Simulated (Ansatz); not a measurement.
# GeH₅ (doublet): wB97M-V, B2PLYP, RPA-PBE over a scan of the distance Ge1–H5 along a hydrogen transfer, cc-pVTZ

Aim: run GeH₅ (doublet) with these functionals over a scan of the distance Ge1–H5 along a hydrogen transfer, and hold them against the top wave-function level at the same points.

Method: cc-pVTZ, all electrons in the functionals, frozen cores in the correlation of double hybrids and RPA; program: Ansatz 0.2.0, Gaussian basis.

Plan: wB97M-V, B2PLYP, RPA-PBE, at 1.534 Å; 1.579 Å; 1.670 Å; 1.760 Å; 1.850 Å.

## (1) The system

The geometry derives from fragments relaxed apart (PBE0/def2-TZVP) and kept rigid, so it is no stationary point. A hydrogen atom is moved between rigid fragments. No spin-orbit coupling is included. The filled d shell of Ge may be among the frozen orbitals whatever the setting's name suggests; the logs give the count.

6 atoms, charge 0, spin multiplicity 2.

Atoms are counted from 1 here; the program's logs count them from 0.

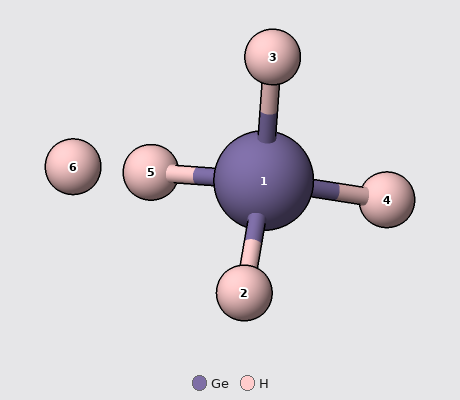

The structure; germanium purple, hydrogen pink; atoms are numbered from 1 in the order of the file.

No dispersion term is added; wB97M-V holds VV10 nonlocal correlation.

The geometry shown and the zero of energy belong to the point 1.534 Å. The yardstick, UCCSDT(Q), and other wave-function levels (R restricted, U unrestricted, valence and pair active spaces) come from earlier runs.

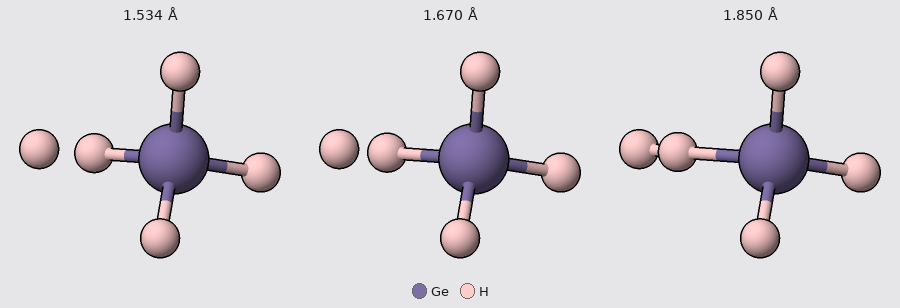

Three points of the scan; sticks are drawn by distance.

## (2) wB97M-V, 1.534 Å

The input, in.yaml:

```yaml
crystal:
  periodic: [false, false, false]
  atoms:
    - {symbol: Ge, position_ang: [-0.033672, 0.000000, 0.000000]}
    - {symbol: H, position_ang: [-0.545122, 1.446599, 0.000000]}
    - {symbol: H, position_ang: [-0.545121, -0.723300, 1.252791]}
    - {symbol: H, position_ang: [-0.545122, -0.723299, -1.252792]}
    - {symbol: H, position_ang: [1.500678, 0.000000, 0.000000]}
    - {symbol: H, position_ang: [2.561328, 0.000000, 0.000000]}
basis:
  gaussian: {orbitals: cc-pVTZ}
magnetization: {spin_polarized: true, initial_magnetization: 1}
hamiltonian: {xc: {name: wB97M-V}}
output: {orbitals: {seedname: orbitals}}
```

Command:

```
ansatz run in.yaml --threads 2 --pin off --events-out ev --progress --plain --max-ram 16896MiB --backend cuda --devices 0, --max-vram 18GiB
```

What it wrote (excerpt; [...] marks lines left out):

```text
Functional definition: wB97M-V
  name "wB97M-V"
  cite "Mardirossian & Head-Gordon, J. Chem. Phys. 144, 214110 (2016) doi:10.1063/1.4952647"
  cite "Becke, J. Chem. Phys. 107, 8554 (1997) doi:10.1063/1.475007"
  cite "Vydrov & Van Voorhis, J. Chem. Phys. 133, 244103 (2010) doi:10.1063/1.3521275"
  # Of w^i u^j: cxij and so on, Table III.
[...]
  gx(w, u) = 1 - cx + cx01*u + cx10*w
  gss(w, u) = css00 + css04*u^4 + css10*w + css20*w^2 + css43*w^4*u^3
  gos(w, u) = cos00 + cos10*w + (cos20 + cos21*u)*w^2 + (cos60 + cos61*u)*w^6
[...]
      + integral(e_c_pw_mod_opposite_spin*gos(b97_w_opposite, b97_u_opposite)) + vv10(b, c)
707 factors; their error is unknown
175 factors; integrals over basis functions are off by at most 1.8e-5 eV
[...]
mean field -56593.63418987 eV, -2079.7776959348 hartree, gradient 8.4e-5 eV, S^2 0.754834; 0 other end points of the search recorded, 0 dependent functions left out
reference -56593.63423492 eV, -2079.7776975901 hartree; 19, 18 occupied and 94, 95 virtual orbitals, 707 factors
Total energy: -56593.63423492 eV, -2079.7776975901 hartree
```

Run time: 6.5 s. Hardware: 1 × H100 (card shared with other runs) with 2 threads of AMD EPYC 7R13, shared host; peak host memory 0.87 GiB.

From the report: ⟨S²⟩ of the determinant 0.755 (pure doublet: 0.75).

## (3) wB97M-V, 1.579 Å

The input, in.yaml:

```yaml
crystal:
  periodic: [false, false, false]
  atoms:
    - {symbol: Ge, position_ang: [-0.034251, 0.000000, 0.000000]}
    - {symbol: H, position_ang: [-0.545701, 1.446599, 0.000000]}
    - {symbol: H, position_ang: [-0.545701, -0.723300, 1.252791]}
    - {symbol: H, position_ang: [-0.545701, -0.723299, -1.252792]}
    - {symbol: H, position_ang: [1.544749, 0.000000, 0.000000]}
    - {symbol: H, position_ang: [2.560749, 0.000000, 0.000000]}
basis:
  gaussian: {orbitals: cc-pVTZ}
magnetization: {spin_polarized: true, initial_magnetization: 1}
hamiltonian: {xc: {name: wB97M-V}}
output: {forces: true, orbitals: {seedname: orbitals}}
```

The command is unchanged.

What it wrote (excerpt; [...] marks lines left out):

```text
Functional definition: wB97M-V
  name "wB97M-V"
  cite "Mardirossian & Head-Gordon, J. Chem. Phys. 144, 214110 (2016) doi:10.1063/1.4952647"
  cite "Becke, J. Chem. Phys. 107, 8554 (1997) doi:10.1063/1.475007"
  cite "Vydrov & Van Voorhis, J. Chem. Phys. 133, 244103 (2010) doi:10.1063/1.3521275"
  # Of w^i u^j: cxij and so on, Table III.
[...]
  gx(w, u) = 1 - cx + cx01*u + cx10*w
  gss(w, u) = css00 + css04*u^4 + css10*w + css20*w^2 + css43*w^4*u^3
  gos(w, u) = cos00 + cos10*w + (cos20 + cos21*u)*w^2 + (cos60 + cos61*u)*w^6
[...]
      + integral(e_c_pw_mod_opposite_spin*gos(b97_w_opposite, b97_u_opposite)) + vv10(b, c)
707 factors; their error is unknown
175 factors; integrals over basis functions are off by at most 1.8e-5 eV
[...]
mean field -56593.71431866 eV, -2079.7806406133 hartree, gradient 4.2e-5 eV, S^2 0.755287; 0 other end points of the search recorded, 0 dependent functions left out
[...]
reference -56593.71436373 eV, -2079.7806422697 hartree; 19, 18 occupied and 94, 95 virtual orbitals, 707 factors
Total energy: -56593.71436373 eV, -2079.7806422697 hartree
Atom 0 at    -0.034251     0.000000     0.000000 Å, force    -1.855230    -0.000066     0.000000 eV/Å
Atom 1 at    -0.545701     1.446599     0.000000 Å, force     0.046778    -0.067839     0.000000 eV/Å
Atom 2 at    -0.545701    -0.723300     1.252791 Å, force     0.046733     0.033936    -0.058746 eV/Å
Atom 3 at    -0.545701    -0.723299    -1.252792 Å, force     0.046733     0.033936     0.058746 eV/Å
Atom 4 at     1.544749     0.000000     0.000000 Å, force     1.737771     0.000003    -0.000000 eV/Å
Atom 5 at     2.560749     0.000000     0.000000 Å, force    -0.022785     0.000030     0.000000 eV/Å
Dipole moment:    -0.079326     0.000001    -0.000000 e Å
```

Wall time 5.5 s (1 × H100 (card shared with other runs) with 2 threads of AMD EPYC 7R13, shared host); peak host memory 0.88 GiB.

From the report: ⟨S²⟩ of the determinant 0.755 (pure doublet: 0.75).

From 1.534 Å: -0.080 eV.

## (4) wB97M-V, 1.670 Å

The input, in.yaml:

```yaml
crystal:
  periodic: [false, false, false]
  atoms:
    - {symbol: Ge, position_ang: [-0.035432, 0.000000, 0.000000]}
    - {symbol: H, position_ang: [-0.546882, 1.446599, 0.000000]}
    - {symbol: H, position_ang: [-0.546882, -0.723300, 1.252791]}
    - {symbol: H, position_ang: [-0.546882, -0.723299, -1.252792]}
    - {symbol: H, position_ang: [1.634568, 0.000000, 0.000000]}
    - {symbol: H, position_ang: [2.559568, 0.000000, 0.000000]}
basis:
  gaussian: {orbitals: cc-pVTZ}
magnetization: {spin_polarized: true, initial_magnetization: 1}
hamiltonian: {xc: {name: wB97M-V}}
output: {orbitals: {seedname: orbitals}}
```

Launched as before.

What it wrote (excerpt; [...] marks lines left out):

```text
Functional definition: wB97M-V
  name "wB97M-V"
  cite "Mardirossian & Head-Gordon, J. Chem. Phys. 144, 214110 (2016) doi:10.1063/1.4952647"
  cite "Becke, J. Chem. Phys. 107, 8554 (1997) doi:10.1063/1.475007"
  cite "Vydrov & Van Voorhis, J. Chem. Phys. 133, 244103 (2010) doi:10.1063/1.3521275"
  # Of w^i u^j: cxij and so on, Table III.
[...]
  gx(w, u) = 1 - cx + cx01*u + cx10*w
  gss(w, u) = css00 + css04*u^4 + css10*w + css20*w^2 + css43*w^4*u^3
  gos(w, u) = cos00 + cos10*w + (cos20 + cos21*u)*w^2 + (cos60 + cos61*u)*w^6
[...]
      + integral(e_c_pw_mod_opposite_spin*gos(b97_w_opposite, b97_u_opposite)) + vv10(b, c)
707 factors; their error is unknown
175 factors; integrals over basis functions are off by at most 2.0e-5 eV
[...]
mean field -56593.87037319 eV, -2079.7863755115 hartree, gradient 4.6e-5 eV, S^2 0.755317; 0 other end points of the search recorded, 0 dependent functions left out
reference -56593.87041830 eV, -2079.7863771694 hartree; 19, 18 occupied and 94, 95 virtual orbitals, 707 factors
Total energy: -56593.87041830 eV, -2079.7863771694 hartree
```

Run time: 5.5 s. Hardware: 1 × H100 (card shared with other runs) with 2 threads of AMD EPYC 7R13, shared host; peak host memory 0.87 GiB.

From the report: ⟨S²⟩ of the determinant 0.755 (pure doublet: 0.75).

From 1.534 Å: -0.236 eV.

## (5) wB97M-V, 1.760 Å

The input, in.yaml:

```yaml
crystal:
  periodic: [false, false, false]
  atoms:
    - {symbol: Ge, position_ang: [-0.036600, 0.000000, 0.000000]}
    - {symbol: H, position_ang: [-0.548050, 1.446599, 0.000000]}
    - {symbol: H, position_ang: [-0.548049, -0.723300, 1.252791]}
    - {symbol: H, position_ang: [-0.548050, -0.723299, -1.252792]}
    - {symbol: H, position_ang: [1.723400, 0.000000, 0.000000]}
    - {symbol: H, position_ang: [2.558400, 0.000000, 0.000000]}
basis:
  gaussian: {orbitals: cc-pVTZ}
magnetization: {spin_polarized: true, initial_magnetization: 1}
hamiltonian: {xc: {name: wB97M-V}}
output: {forces: true, orbitals: {seedname: orbitals}}
```

Same command.

What it wrote (excerpt; [...] marks lines left out):

```text
Functional definition: wB97M-V
  name "wB97M-V"
  cite "Mardirossian & Head-Gordon, J. Chem. Phys. 144, 214110 (2016) doi:10.1063/1.4952647"
  cite "Becke, J. Chem. Phys. 107, 8554 (1997) doi:10.1063/1.475007"
  cite "Vydrov & Van Voorhis, J. Chem. Phys. 133, 244103 (2010) doi:10.1063/1.3521275"
  # Of w^i u^j: cxij and so on, Table III.
[...]
  gx(w, u) = 1 - cx + cx01*u + cx10*w
  gss(w, u) = css00 + css04*u^4 + css10*w + css20*w^2 + css43*w^4*u^3
  gos(w, u) = cos00 + cos10*w + (cos20 + cos21*u)*w^2 + (cos60 + cos61*u)*w^6
[...]
      + integral(e_c_pw_mod_opposite_spin*gos(b97_w_opposite, b97_u_opposite)) + vv10(b, c)
707 factors; their error is unknown
175 factors; integrals over basis functions are off by at most 2.0e-5 eV
[...]
mean field -56594.01364673 eV, -2079.7916407170 hartree, gradient 6.2e-5 eV, S^2 0.754212; 0 other end points of the search recorded, 0 dependent functions left out
[...]
reference -56594.01369182 eV, -2079.7916423742 hartree; 19, 18 occupied and 94, 95 virtual orbitals, 707 factors
Total energy: -56594.01369182 eV, -2079.7916423742 hartree
Atom 0 at    -0.036600     0.000000     0.000000 Å, force    -1.624591    -0.000083     0.000000 eV/Å
Atom 1 at    -0.548050     1.446599     0.000000 Å, force     0.030059    -0.020421     0.000000 eV/Å
Atom 2 at    -0.548049    -0.723300     1.252791 Å, force     0.030001     0.010230    -0.017680 eV/Å
Atom 3 at    -0.548050    -0.723299    -1.252792 Å, force     0.030001     0.010230     0.017680 eV/Å
Atom 4 at     1.723400     0.000000     0.000000 Å, force     1.350169     0.000012    -0.000000 eV/Å
Atom 5 at     2.558400     0.000000     0.000000 Å, force     0.184361     0.000032     0.000000 eV/Å
Dipole moment:     0.033026     0.000001    -0.000000 e Å
```

Wall time 2.5 s (1 × H100 (card shared with other runs) with 2 threads of AMD EPYC 7R13, shared host); peak host memory 0.87 GiB.

From the report: ⟨S²⟩ of the determinant 0.754 (pure doublet: 0.75).

From 1.534 Å: -0.379 eV.

## (6) wB97M-V, 1.850 Å

The input, in.yaml:

```yaml
crystal:
  periodic: [false, false, false]
  atoms:
    - {symbol: Ge, position_ang: [-0.037767, 0.000000, 0.000000]}
    - {symbol: H, position_ang: [-0.549217, 1.446599, 0.000000]}
    - {symbol: H, position_ang: [-0.549217, -0.723300, 1.252791]}
    - {symbol: H, position_ang: [-0.549217, -0.723299, -1.252792]}
    - {symbol: H, position_ang: [1.812233, 0.000000, 0.000000]}
    - {symbol: H, position_ang: [2.557233, 0.000000, 0.000000]}
basis:
  gaussian: {orbitals: cc-pVTZ}
magnetization: {spin_polarized: true, initial_magnetization: 1}
hamiltonian: {xc: {name: wB97M-V}}
output: {forces: true, orbitals: {seedname: orbitals}}
```

Launched as before.

What it wrote:

```text
Functional definition: wB97M-V
  name "wB97M-V"
  cite "Mardirossian & Head-Gordon, J. Chem. Phys. 144, 214110 (2016) doi:10.1063/1.4952647"
  cite "Becke, J. Chem. Phys. 107, 8554 (1997) doi:10.1063/1.475007"
  cite "Vydrov & Van Voorhis, J. Chem. Phys. 133, 244103 (2010) doi:10.1063/1.3521275"
  # Of w^i u^j: cxij and so on, Table III.
  parameter omega = 0.3/bohr
  parameter cx = 0.15
  parameter cx01 = 1.007
  parameter cx10 = 0.259
  parameter css00 = 0.443
  parameter css04 = -1.437
  parameter css10 = -4.535
  parameter css20 = -3.390
  parameter css43 = 4.278
  parameter cos00 = 1.000
  parameter cos10 = 1.358
  parameter cos20 = 2.924
  parameter cos21 = -8.812
  parameter cos60 = -1.390
  parameter cos61 = 9.142
  parameter b = 6.0
  parameter c = 0.01
  gx(w, u) = 1 - cx + cx01*u + cx10*w
  gss(w, u) = css00 + css04*u^4 + css10*w + css20*w^2 + css43*w^4*u^3
  gos(w, u) = cos00 + cos10*w + (cos20 + cos21*u)*w^2 + (cos60 + cos61*u)*w^6
  exchange = spin_sum(e_x_unif_sr(omega)*gx(b97_w, b97_u_x)) + cx*exact_x_sr(omega) + exact_x_lr(omega)
  correlation = spin_sum(e_c_pw_mod_same_spin*gss(b97_w, b97_u_same))
      + integral(e_c_pw_mod_opposite_spin*gos(b97_w_opposite, b97_u_opposite)) + vv10(b, c)
707 factors; their error is unknown
175 factors; integrals over basis functions are off by at most 2.0e-5 eV
mean field evaluation 1: about -56593.6587 eV, gradient 8.8e0 eV
mean field evaluation 2: about -56593.8824 eV, gradient 5.6e0 eV
mean field evaluation 4: about -56593.9523 eV, gradient 1.5e-1 eV
mean field evaluation 8: about -56594.0775 eV, gradient 2.6e-2 eV
mean field evaluation 16: about -56594.0775 eV, gradient 2.0e-5 eV
mean field -56594.07748859 eV, -2079.7939868621 hartree, gradient 2.0e-5 eV, S^2 0.752919; 0 other end points of the search recorded, 0 dependent functions left out
the calculation of the forces begins
reference -56594.07753361 eV, -2079.7939885168 hartree; 19, 18 occupied and 94, 95 virtual orbitals, 707 factors
Total energy: -56594.07753361 eV, -2079.7939885168 hartree
Atom 0 at    -0.037767     0.000000     0.000000 Å, force    -1.667867    -0.000094     0.000000 eV/Å
Atom 1 at    -0.549217     1.446599     0.000000 Å, force     0.018648    -0.002524     0.000000 eV/Å
Atom 2 at    -0.549217    -0.723300     1.252791 Å, force     0.018585     0.001285    -0.002184 eV/Å
Atom 3 at    -0.549217    -0.723299    -1.252792 Å, force     0.018585     0.001285     0.002184 eV/Å
Atom 4 at     1.812233     0.000000     0.000000 Å, force    -0.206277     0.000017    -0.000000 eV/Å
Atom 5 at     2.557233     0.000000     0.000000 Å, force     1.818326     0.000032     0.000000 eV/Å
Dipole moment:     0.090522     0.000001    -0.000000 e Å
```

Wall time 2.6 s (1 × H100 (card shared with other runs) with 2 threads of AMD EPYC 7R13, shared host); peak host memory 0.88 GiB.

From the report: ⟨S²⟩ of the determinant 0.753 (pure doublet: 0.75).

From 1.534 Å: -0.443 eV.

## (7) B2PLYP, 1.534 Å

The input, in.yaml:

```yaml
crystal:
  periodic: [false, false, false]
  atoms:
    - {symbol: Ge, position_ang: [-0.033672, 0.000000, 0.000000]}
    - {symbol: H, position_ang: [-0.545122, 1.446599, 0.000000]}
    - {symbol: H, position_ang: [-0.545121, -0.723300, 1.252791]}
    - {symbol: H, position_ang: [-0.545122, -0.723299, -1.252792]}
    - {symbol: H, position_ang: [1.500678, 0.000000, 0.000000]}
    - {symbol: H, position_ang: [2.561328, 0.000000, 0.000000]}
basis:
  gaussian: {orbitals: cc-pVTZ}
magnetization: {spin_polarized: true, initial_magnetization: 1}
hamiltonian: {xc: {name: B2PLYP}}
correlation: {electrons: outside_noble_gas}
```

Launched as before.

What it wrote (excerpt; [...] marks lines left out):

```text
Functional definition: B2PLYP
  name "B2PLYP"
  cite "Grimme, J. Chem. Phys. 124, 034108 (2006) doi:10.1063/1.2148954"
  cite "Becke, Phys. Rev. A 38, 3098 (1988) doi:10.1103/PhysRevA.38.3098"
  cite "Lee, Yang & Parr, Phys. Rev. B 37, 785 (1988) doi:10.1103/PhysRevB.37.785"
[...]
649 factors; integrals over basis functions are off by at most 1.2e-3 eV
[...]
mean field -56584.67950791 eV, -2079.4486174425 hartree, gradient 2.5e-6 eV, S^2 0.759717; 0 other end points of the search recorded, 0 dependent functions left out
14 core orbitals not correlated: weight in the atoms' cores, before any rotation towards them, 0.999 or more for the frozen orbitals, at most 0.001 for the correlated occupied ones
reference -56584.67965197 eV, -2079.4486227366 hartree; 5, 4 occupied and 94, 95 virtual orbitals, 649 factors
second order -5.03317313 eV of doubles, -0.00000000 eV of singles
Total energy: -56586.03860872 eV, -2079.4985634759 hartree
```

Wall time 4 s (1 × H100 (card shared with other runs) with 2 threads of AMD EPYC 7R13, shared host); peak host memory 0.8 GiB.

From the report: ⟨S²⟩ of the determinant 0.760 (pure doublet: 0.75).

## (8) B2PLYP, 1.579 Å

The input, in.yaml:

```yaml
crystal:
  periodic: [false, false, false]
  atoms:
    - {symbol: Ge, position_ang: [-0.034251, 0.000000, 0.000000]}
    - {symbol: H, position_ang: [-0.545701, 1.446599, 0.000000]}
    - {symbol: H, position_ang: [-0.545701, -0.723300, 1.252791]}
    - {symbol: H, position_ang: [-0.545701, -0.723299, -1.252792]}
    - {symbol: H, position_ang: [1.544749, 0.000000, 0.000000]}
    - {symbol: H, position_ang: [2.560749, 0.000000, 0.000000]}
basis:
  gaussian: {orbitals: cc-pVTZ}
magnetization: {spin_polarized: true, initial_magnetization: 1}
hamiltonian: {xc: {name: B2PLYP}}
correlation: {electrons: outside_noble_gas}
```

Same command.

What it wrote (excerpt; [...] marks lines left out):

```text
Functional definition: B2PLYP
  name "B2PLYP"
  cite "Grimme, J. Chem. Phys. 124, 034108 (2006) doi:10.1063/1.2148954"
  cite "Becke, Phys. Rev. A 38, 3098 (1988) doi:10.1103/PhysRevA.38.3098"
  cite "Lee, Yang & Parr, Phys. Rev. B 37, 785 (1988) doi:10.1103/PhysRevB.37.785"
[...]
649 factors; integrals over basis functions are off by at most 1.3e-3 eV
[...]
mean field -56584.74573028 eV, -2079.4510510698 hartree, gradient 2.7e-6 eV, S^2 0.760938; 0 other end points of the search recorded, 0 dependent functions left out
14 core orbitals not correlated: weight in the atoms' cores, before any rotation towards them, 0.999 or more for the frozen orbitals, at most 0.001 for the correlated occupied ones
reference -56584.74587410 eV, -2079.4510563549 hartree; 5, 4 occupied and 94, 95 virtual orbitals, 649 factors
second order -5.06634872 eV of doubles, -0.00000000 eV of singles
Total energy: -56586.11378826 eV, -2079.5013262729 hartree
```

Wall time 1.8 s (1 × H100 (card shared with other runs) with 2 threads of AMD EPYC 7R13, shared host); peak host memory 0.8 GiB.

From the report: ⟨S²⟩ of the determinant 0.761 (pure doublet: 0.75).

From 1.534 Å: -0.075 eV.

## (9) B2PLYP, 1.670 Å

The input, in.yaml:

```yaml
crystal:
  periodic: [false, false, false]
  atoms:
    - {symbol: Ge, position_ang: [-0.035432, 0.000000, 0.000000]}
    - {symbol: H, position_ang: [-0.546882, 1.446599, 0.000000]}
    - {symbol: H, position_ang: [-0.546882, -0.723300, 1.252791]}
    - {symbol: H, position_ang: [-0.546882, -0.723299, -1.252792]}
    - {symbol: H, position_ang: [1.634568, 0.000000, 0.000000]}
    - {symbol: H, position_ang: [2.559568, 0.000000, 0.000000]}
basis:
  gaussian: {orbitals: cc-pVTZ}
magnetization: {spin_polarized: true, initial_magnetization: 1}
hamiltonian: {xc: {name: B2PLYP}}
correlation: {electrons: outside_noble_gas}
```

Launched as before.

What it wrote (excerpt; [...] marks lines left out):

```text
Functional definition: B2PLYP
  name "B2PLYP"
  cite "Grimme, J. Chem. Phys. 124, 034108 (2006) doi:10.1063/1.2148954"
  cite "Becke, Phys. Rev. A 38, 3098 (1988) doi:10.1103/PhysRevA.38.3098"
  cite "Lee, Yang & Parr, Phys. Rev. B 37, 785 (1988) doi:10.1103/PhysRevB.37.785"
[...]
649 factors; integrals over basis functions are off by at most 1.3e-3 eV
[...]
mean field -56584.87360848 eV, -2079.4557505067 hartree, gradient 2.2e-6 eV, S^2 0.761737; 0 other end points of the search recorded, 0 dependent functions left out
14 core orbitals not correlated: weight in the atoms' cores, before any rotation towards them, 0.999 or more for the frozen orbitals, at most 0.001 for the correlated occupied ones
reference -56584.87375178 eV, -2079.4557557728 hartree; 5, 4 occupied and 94, 95 virtual orbitals, 649 factors
second order -5.11564784 eV of doubles, -0.00000000 eV of singles
Total energy: -56586.25497670 eV, -2079.5065148523 hartree
```

Run time: 2.9 s. Hardware: 1 × H100 (card shared with other runs) with 2 threads of AMD EPYC 7R13, shared host; peak host memory 0.8 GiB.

From the report: ⟨S²⟩ of the determinant 0.762 (pure doublet: 0.75).

From 1.534 Å: -0.216 eV.

## (10) B2PLYP, 1.760 Å

The input, in.yaml:

```yaml
crystal:
  periodic: [false, false, false]
  atoms:
    - {symbol: Ge, position_ang: [-0.036600, 0.000000, 0.000000]}
    - {symbol: H, position_ang: [-0.548050, 1.446599, 0.000000]}
    - {symbol: H, position_ang: [-0.548049, -0.723300, 1.252791]}
    - {symbol: H, position_ang: [-0.548050, -0.723299, -1.252792]}
    - {symbol: H, position_ang: [1.723400, 0.000000, 0.000000]}
    - {symbol: H, position_ang: [2.558400, 0.000000, 0.000000]}
basis:
  gaussian: {orbitals: cc-pVTZ}
magnetization: {spin_polarized: true, initial_magnetization: 1}
hamiltonian: {xc: {name: B2PLYP}}
correlation: {electrons: outside_noble_gas}
```

The command is unchanged.

What it wrote (excerpt; [...] marks lines left out):

```text
Functional definition: B2PLYP
  name "B2PLYP"
  cite "Grimme, J. Chem. Phys. 124, 034108 (2006) doi:10.1063/1.2148954"
  cite "Becke, Phys. Rev. A 38, 3098 (1988) doi:10.1103/PhysRevA.38.3098"
  cite "Lee, Yang & Parr, Phys. Rev. B 37, 785 (1988) doi:10.1103/PhysRevB.37.785"
[...]
649 factors; integrals over basis functions are off by at most 1.5e-3 eV
[...]
mean field -56584.99658507 eV, -2079.4602698132 hartree, gradient 1.2e-6 eV, S^2 0.759800; 0 other end points of the search recorded, 0 dependent functions left out
14 core orbitals not correlated: weight in the atoms' cores, before any rotation towards them, 0.999 or more for the frozen orbitals, at most 0.001 for the correlated occupied ones
reference -56584.99672953 eV, -2079.4602751217 hartree; 5, 4 occupied and 94, 95 virtual orbitals, 649 factors
second order -5.12794068 eV of doubles, -0.00000000 eV of singles
Total energy: -56586.38127351 eV, -2079.5111561747 hartree
```

It took 1.6 s on 1 × H100 (card shared with other runs) with 2 threads of AMD EPYC 7R13, shared host; peak host memory 0.8 GiB.

From the report: ⟨S²⟩ of the determinant 0.760 (pure doublet: 0.75).

From 1.534 Å: -0.343 eV.

(Part 1 of 2 ends here.)
